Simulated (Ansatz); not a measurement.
```xyz
8

C    -0.9972    0.4655    0.4408
C     0.3599    0.7407    0.6730
C     1.1294   -0.0871   -0.0966
S     0.1855   -1.1431   -1.0503
C    -1.2953   -0.5037   -0.4427
H     0.7483    1.4870    1.3509
H     2.2072   -0.1306   -0.1521
H    -2.2457   -0.8857   -0.7788
```

Geometry: PBE0-D4/def2-TZVP.

Computed with UKS PBE0-D4/def2-TZVPP (Ansatz).

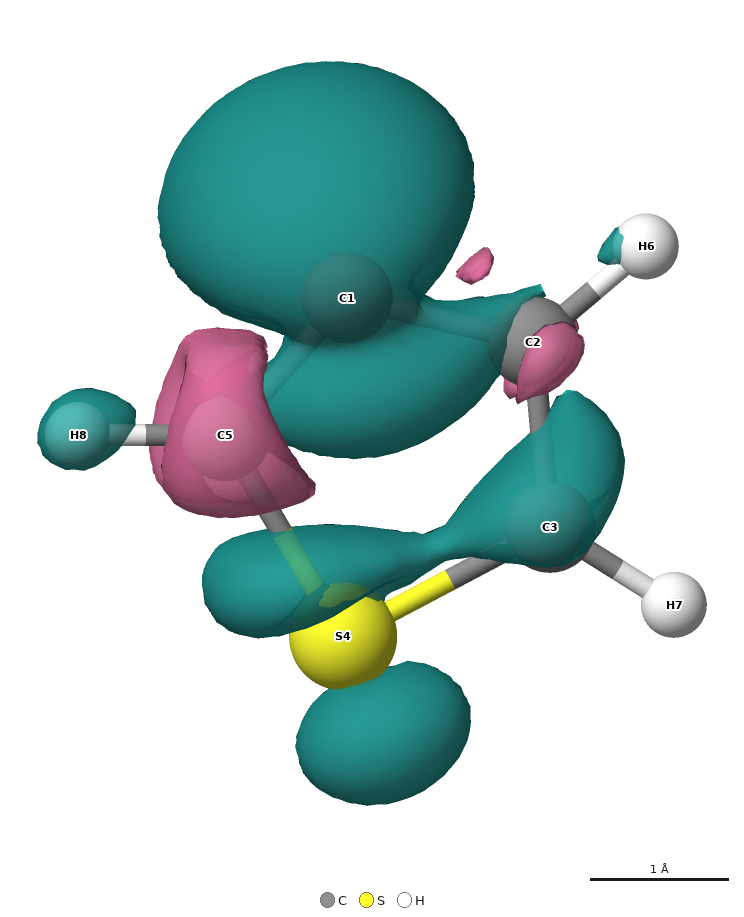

C4H3S (SMILES [c]1ccsc1) (doublet). Isosurfaces of the spin density (α minus β) at +0.015 (teal) and −0.015 e/Å³ (pink), seen across its widest extent.

Question: Which atoms carry the spin?

Answer: The unpaired spin (1 electron) lies mostly on C1 (about 0.8), in electrons by Hirshfeld's partition.
